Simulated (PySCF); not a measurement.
Ga(GeH3)2(OMe), SMILES C[O][Ga]([GeH3])[GeH3] (CH9GaGe2O) at its PBE0/def2-SVP optimised geometry (Å):

```
14

Ga     0.2549     0.2539     0.0000
Ge     1.9242    -0.5738    -1.5786
H      2.8800     0.5568    -2.0080
H      2.7707    -1.6912    -0.9364
H      1.2699    -1.1508    -2.8501
Ge    -2.2026     0.2539     0.0000
H     -2.7651     1.6912     0.0000
H     -2.7588    -0.4636    -1.2461
H     -2.7707    -0.4617     1.2438
O      1.0395     1.0017     1.4277
C      0.4255     1.5808     2.5362
H      0.7195     1.0545     3.4625
H      0.7367     2.6357     2.6446
H     -0.6822     1.5671     2.4868
```

Computed with PBE0/def2-TZVP (PySCF). Cells within 0.4 Å of a nucleus heavier than hydrogen are left out (blank, or x).

Map of the Laplacian of the electron density (e/bohr⁵), clipped to [-1.50, 1.50] on the plane z = 0.0 Å:

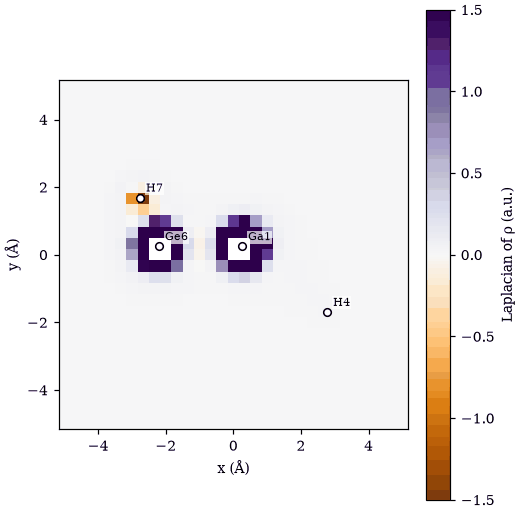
Fig. 1. Laplacian of the electron density (e/bohr⁵), clipped to [-1.50, 1.50] on the plane z = 0.0 Å.
